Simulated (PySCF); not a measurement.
Be(OH)2, H2BeO2, SMILES [OH][Be][OH] at its PBE0/def2-SVP optimised geometry (Å):

```
5

Be     0.0173    -0.2328     0.0000
O     -1.3902    -0.2984     0.0364
H     -2.1639     0.1743    -0.2534
O      1.4270    -0.2328     0.0000
H      2.1639     0.2984    -0.2845
```

Computed with PBE0/def2-TZVP in PySCF. Cells within 0.4 Å of a nucleus heavier than hydrogen are left out (blank, or x).

Map of the LUMO amplitude (bohr^(-3/2)) on the plane z = 0.0 Å; orbital energy -0.27 eV, overall sign arbitrary:

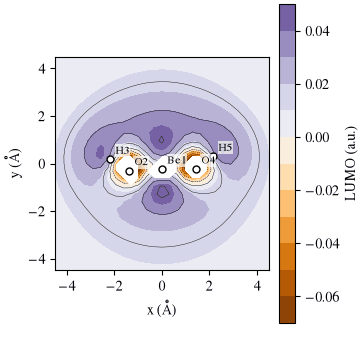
Figure. LUMO amplitude (bohr^(-3/2)) on the plane z = 0.0 Å.
